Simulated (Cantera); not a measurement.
Input: 1 mol SiF4, 0.0087 mol C3H8, 1300 mol H2, a varied amount of C2H2, at 1198 K and 1.73 Torr.

Equilibrium computed with Cantera from the NASA thermochemical tables; the gas is ideal and each condensed phase is pure. Candidate condensed phases: C, C6H6, C7H8, C8H18, Si, SiC; 113 gas species. The tables' values for SiF3, SiF2 are old estimates; treat these amounts as uncertain. Kinetics and transport are ignored.

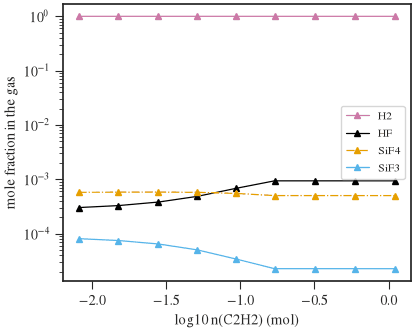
Fig. 1. Equilibrium gas composition (values under 1e-9 drawn at 1e-9)

From 0.0081 mol C2H2 to 0.094 mol C2H2 the condensed part is SiC(s). From 0.17 mol C2H2 to 1.1 mol C2H2 the condensed part is C(graphite) + SiC(s). The main Si-bearing gas is SiF4 throughout.
